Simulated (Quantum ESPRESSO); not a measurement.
# Collinear magnetic orders of MnO with Quantum ESPRESSO

Wanted: the moments of MnO and the energy of each order that was tried.

Method: LDA with U = 2.4 eV on Mn d (ortho-atomic projectors); plane waves with PseudoDojo 0.4.1 SR LDA standard potentials, no spin-orbit coupling, in Quantum ESPRESSO 7.5.

## Step 1: The structure

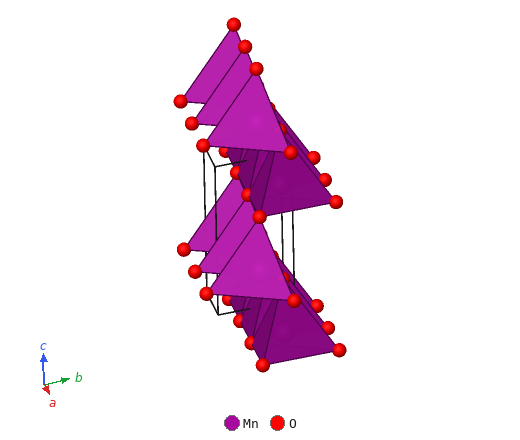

The cell as given, slightly off an axis (manganese purple, oxygen red). 3×1×2 cells are drawn. Some periodic images of atoms are drawn too.

The cell comes from the Crystallography Open Database.

## Step 2: Run 1 (ferro ++)

The signs are those of the starting moments on the seeded atoms, the atoms that are given a moment.

Contents of pw.in:

```
&CONTROL
  calculation = 'scf'
  prefix = 'pwscf'
  outdir = './tmp'
  pseudo_dir = './pseudo'
  disk_io = 'nowf'
  tprnfor = .true.
  tstress = .true.
/
&SYSTEM
  ibrav = 0
  nat = 4
  ntyp = 2
  ecutwfc = 96
  nbnd = 34
  occupations = 'smearing'
  smearing = 'fd'
  degauss = 0.00999582
  nspin = 2
  starting_magnetization(1) = 0.3
  starting_magnetization(2) = 0
/
&ELECTRONS
  conv_thr = 8d-09
  electron_maxstep = 150
  mixing_beta = 0.3
  diago_david_ndim = 4
/
ATOMIC_SPECIES
Mn     54.9380 Mn.upf
O      15.9990 O.upf
CELL_PARAMETERS angstrom
   3.3717000000    0.0000000000    0.0000000000
  -1.6858500000    2.9199778539    0.0000000000
   0.0000000000    0.0000000000    5.3855000000
ATOMIC_POSITIONS crystal
Mn      0.3333333333    0.6666666667    0.0109600000
Mn      0.6666666667    0.3333333333    0.5109600000
O       0.3333333333    0.6666666667    0.3754700000
O       0.6666666667    0.3333333333    0.8754700000
K_POINTS automatic
8 8 4 0 0 0
HUBBARD {ortho-atomic}
U Mn-3d 2.4000
```

Command:

```
> OMP_NUM_THREADS=1 mpirun -n 4 pw.x -nk 4 -in pw.in > pw.out
```

The log of the run:

```text
Program PWSCF v.7.5 starts

     Message from routine setup:
     using ibrav=0 with symmetry is DISCOURAGED, use correct ibrav instead

     K-points division:     npool     =       4
     Subspace diagonalization in iterative solution of the eigenvalue problem:

     G-vector sticks info
     --------------------
     sticks:   dense  smooth     PW     G-vecs:    dense   smooth      PW
     Sum        1069    1069    313                45507    45507    6969

     Using Slab Decomposition

     bravais-lattice index     =            0
     lattice parameter (alat)  =       6.3716  a.u.
     unit-cell volume          =     357.8089 (a.u.)^3
     number of atoms/cell      =            4
     number of atomic types    =            2
     number of electrons       =        42.00
     number of Kohn-Sham states=           34
     kinetic-energy cutoff     =      96.0000  Ry
     charge density cutoff     =     384.0000  Ry
     scf convergence threshold =      8.0E-09
     mixing beta               =       0.3000
     number of iterations used =            8  plain     mixing
     Exchange-correlation= SLA  PW   NOGX NOGC
                           (   1   4   0   0   0   0   0)
     Hubbard projectors: ortho-atomic
     Hubbard parameters of DFT+U (Dudarev formulation) in eV:
     U(Mn-3d) =  2.4000

     Internal variables: lda_plus_u =T, lda_plus_u_kind = 0

     Internal variables: orbital_resolved =F, hub_pot_fix =F, apply_U = F

     celldm(1)=   6.371590  celldm(2)=   0.000000  celldm(3)=   0.000000
     celldm(4)=   0.000000  celldm(5)=   0.000000  celldm(6)=   0.000000

     crystal axes: (cart. coord. in units of alat)
               a(1) = (   1.000000   0.000000   0.000000 )
               a(2) = (  -0.500000   0.866025   0.000000 )
               a(3) = (   0.000000   0.000000   1.597265 )

     reciprocal axes: (cart. coord. in units 2 pi/alat)
               b(1) = (  1.000000  0.577350 -0.000000 )
               b(2) = (  0.000000  1.154701  0.000000 )
               b(3) = (  0.000000 -0.000000  0.626070 )

     PseudoPot. # 1 for Mn read from file:
     Mn.upf
     Pseudo is Norm-conserving + core correction, Zval = 15.0
     Generated using ONCVPSP code by D. R. Hamann
     Using radial grid of 1430 points,  6 beta functions with:
                l(1) =   0
                l(2) =   0
                l(3) =   1
                l(4) =   1
                l(5) =   2
                l(6) =   2

     PseudoPot. # 2 for O  read from file:
     O.upf
     Pseudo is Norm-conserving + core correction, Zval =  6.0
     Generated using ONCVPSP code by D. R. Hamann
     Using radial grid of  926 points,  5 beta functions with:
                l(1) =   0
                l(2) =   0
                l(3) =   1
                l(4) =   1
                l(5) =   2

     atomic species   valence    mass     pseudopotential
     Mn               15.00    54.93800     Mn( 1.00)
     O                 6.00    15.99900     O ( 1.00)

     Starting magnetic structure
     atomic species   magnetization
     Mn              0.300
     O               0.000

     12 Sym. Ops. (no inversion) found ( 6 have fractional translation)

   Cartesian axes

     site n.     atom                  positions (alat units)
         1        Mn     tau(   1) = (  -0.0000000   0.5773503   0.0175060  )
         2        Mn     tau(   2) = (   0.5000000   0.2886751   0.8161388  )
         3        O      tau(   3) = (  -0.0000000   0.5773503   0.5997253  )
         4        O      tau(   4) = (   0.5000000   0.2886751   1.3983580  )

     number of k points=    30  Fermi-Dirac smearing, width (Ry)=  0.0100
                       cart. coord. in units 2pi/alat
        k(    1) = (   0.0000000   0.0000000   0.0000000), wk =   0.0039062
        k(    2) = (   0.0000000   0.0000000   0.1565175), wk =   0.0078125
        k(    3) = (   0.0000000   0.0000000  -0.3130350), wk =   0.0039062
        k(    4) = (   0.0000000   0.1443376   0.0000000), wk =   0.0234375
        k(    5) = (   0.0000000   0.1443376   0.1565175), wk =   0.0468750
        [... 25 further k-points ...]

     Dense  grid:    45507 G-vectors     FFT dimensions: (  40,  40,  64)

     Generating pointlists ...
     new r_m :   0.2402 (alat units)  1.5302 (a.u.) for type    1
     new r_m :   0.2402 (alat units)  1.5302 (a.u.) for type    2

     Initial potential from superposition of free atoms

     starting charge      41.9991, renormalised to      42.0000

     STARTING HUBBARD OCCUPATIONS:

     =================== HUBBARD OCCUPATIONS ===================
     ------------------------ ATOM    1 ------------------------
     Tr[ns(  1)] (up, down, total) =   5.00000  0.00000  5.00000
     Atomic magnetic moment for atom   1 =   5.00000
     [... lines left out ...]
     ------------------------ ATOM    2 ------------------------
     Tr[ns(  2)] (up, down, total) =   5.00000  0.00000  5.00000
     Atomic magnetic moment for atom   2 =   5.00000
     [... lines left out ...]
     Number of occupied Hubbard levels =   10.0000

     Atomic wfc used for Hubbard projectors are orthogonalized

     Starting wfcs are   28 randomized atomic wfcs +    6 random wfcs

     Self-consistent Calculation

     iteration #  1     ecut=    96.00 Ry     beta= 0.30
     Davidson diagonalization with overlap
     ethr =  1.00E-02,  avg # of iterations =  4.6

     =================== HUBBARD OCCUPATIONS ===================
     ------------------------ ATOM    1 ------------------------
     Tr[ns(  1)] (up, down, total) =   4.96921  0.21704  5.18625
     Atomic magnetic moment for atom   1 =   4.75216
     [... lines left out ...]
     ------------------------ ATOM    2 ------------------------
     Tr[ns(  2)] (up, down, total) =   4.96921  0.21704  5.18625
     Atomic magnetic moment for atom   2 =   4.75216
     [... lines left out ...]
     Number of occupied Hubbard levels =   10.3725

     total energy              =    -500.98533978 Ry
     estimated scf accuracy    <       0.89940457 Ry

     total magnetization       =    10.00 Bohr mag/cell
     absolute magnetization    =    10.00 Bohr mag/cell

     iteration #  2     ecut=    96.00 Ry     beta= 0.30
     Davidson diagonalization with overlap
     ethr =  2.14E-03,  avg # of iterations =  1.9

     total energy              =    -501.11964388 Ry
     estimated scf accuracy    <       0.07942456 Ry

     total magnetization       =    10.00 Bohr mag/cell
     absolute magnetization    =    10.00 Bohr mag/cell

     iteration #  3     ecut=    96.00 Ry     beta= 0.30
     Davidson diagonalization with overlap
     ethr =  1.89E-04,  avg # of iterations =  1.1

     total energy              =    -501.12766674 Ry
     estimated scf accuracy    <       0.02923950 Ry

     total magnetization       =    10.00 Bohr mag/cell
     absolute magnetization    =    10.00 Bohr mag/cell

     [... further iterations left out ...]

     iteration #  7     ecut=    96.00 Ry     beta= 0.30
     Davidson diagonalization with overlap
     ethr =  6.90E-08,  avg # of iterations =  1.0

     total energy              =    -501.13075349 Ry
     estimated scf accuracy    <       0.00000059 Ry

     total magnetization       =    10.00 Bohr mag/cell
     absolute magnetization    =    10.00 Bohr mag/cell

     iteration #  8     ecut=    96.00 Ry     beta= 0.30
     Davidson diagonalization with overlap
     ethr =  1.40E-09,  avg # of iterations =  2.0

     total energy              =    -501.13075370 Ry
     estimated scf accuracy    <       0.00000028 Ry

     total magnetization       =    10.00 Bohr mag/cell
     absolute magnetization    =    10.00 Bohr mag/cell

     iteration #  9     ecut=    96.00 Ry     beta= 0.30
     Davidson diagonalization with overlap
     ethr =  6.71E-10,  avg # of iterations =  1.5

     total energy              =    -501.13075377 Ry
     estimated scf accuracy    <       0.00000003 Ry

     total magnetization       =    10.00 Bohr mag/cell
     absolute magnetization    =    10.00 Bohr mag/cell

     iteration # 10     ecut=    96.00 Ry     beta= 0.30
     Davidson diagonalization with overlap
     ethr =  7.49E-11,  avg # of iterations =  1.6

     Magnetic moment per site  (integrated on atomic sphere of radius R)
     atom   1 (R=0.240)  charge= 12.0256  magn=  3.8975
     atom   2 (R=0.240)  charge= 12.0256  magn=  3.8975
     atom   3 (R=0.240)  charge=  5.3991  magn=  0.1822
     atom   4 (R=0.240)  charge=  5.3991  magn=  0.1822

     End of self-consistent calculation

     =================== HUBBARD OCCUPATIONS ===================
     ------------------------ ATOM    1 ------------------------
     Tr[ns(  1)] (up, down, total) =   4.95375  0.32938  5.28313
     Atomic magnetic moment for atom   1 =   4.62436
     [... lines left out ...]
     ------------------------ ATOM    2 ------------------------
     Tr[ns(  2)] (up, down, total) =   4.95375  0.32938  5.28313
     Atomic magnetic moment for atom   2 =   4.62436
     [... lines left out ...]
     Number of occupied Hubbard levels =   10.5663

     [... lines left out ...]
     the Fermi energy is    10.0265 ev

!    total energy              =    -501.13075378 Ry
     estimated scf accuracy    <          5.3E-09 Ry
     smearing contrib. (-TS)   =      -0.00086050 Ry
     internal energy E=F+TS    =    -501.12989327 Ry

     The total energy is F=E-TS. E is the sum of the following terms:
     one-electron contribution =    -263.09579070 Ry
     hartree contribution      =     150.44357948 Ry
     xc contribution           =     -89.24032187 Ry
     ewald contribution        =    -299.29927088 Ry
     Hubbard energy            =       0.06191069 Ry

     total magnetization       =    10.00 Bohr mag/cell
     absolute magnetization    =    10.00 Bohr mag/cell

     convergence has been achieved in  10 iterations

     Forces acting on atoms (cartesian axes, Ry/au):

     atom    1 type  1   force =     0.00000000    0.00000000   -0.02797243
     atom    2 type  1   force =     0.00000000   -0.00000000   -0.02797243
     atom    3 type  2   force =     0.00000000    0.00000000    0.02797243
     atom    4 type  2   force =     0.00000000   -0.00000000    0.02797243

     Total force =     0.055945     Total SCF correction =     0.000061

     Computing stress (Cartesian axis) and pressure

          total   stress  (Ry/bohr**3)                   (kbar)     P=      -11.53
  -0.00025491  -0.00000000   0.00000000          -37.50       -0.00        0.00
  -0.00000000  -0.00025491   0.00000000           -0.00      -37.50        0.00
   0.00000000   0.00000000   0.00027477            0.00        0.00       40.42

=------------------------------------------------------------------------------=
   JOB DONE.
=------------------------------------------------------------------------------=
```

Elapsed: 41 s, on 4 MPI ranks of Arm Neoverse V2, shared host; peak memory 0.62 GiB; 2.7 min of CPU time.

Spin moment in the atom's sphere by atom:

```csv
atom,spin moment in the atom's sphere (μB)
Mn1,3.90
Mn2,3.90
O3,0.18
O4,0.18
```

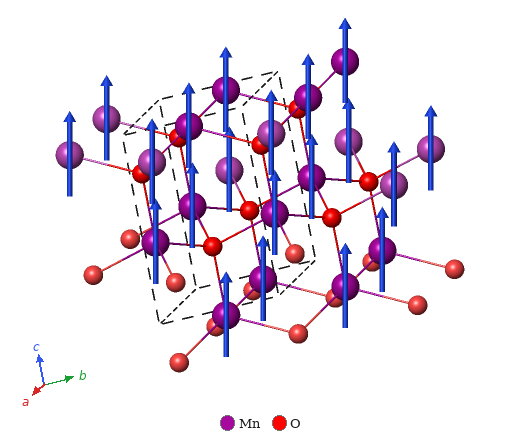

Spin moment in the atom's sphere as arrows, the longest 3.90 μB. Up and down stand for the sign. Arrows give size and sign along the axis of quantisation, drawn up and down the page. 2×2×1 cells are drawn. Some periodic images of atoms are drawn too.

This step gave:

- smearing term TS: 0.01171 eV
- pressure: -1.153 GPa
- magnetization: 9.996 μB
- absolute magnetization: 9.996 μB
- final state: ferromagnetic

(Continued in part 2 of 3.)

[Logs and program files are shortened in this print: banners, set-up blocks, solver, clock and traceback lines can be left out without a mark of their own.]

[Logs are printed without paths, hosts, clocks, repeated set-up lines and the standing remarks that a program may print on its own settings, such as how far it seeks lower states.]

[Hosts, paths, dates, database ids (printed as entryN), source tags and the programs' standing remarks are cut or masked in the printed files.]

[Where a cell is said to come from a database of computed structures, the database is the Materials Project.]
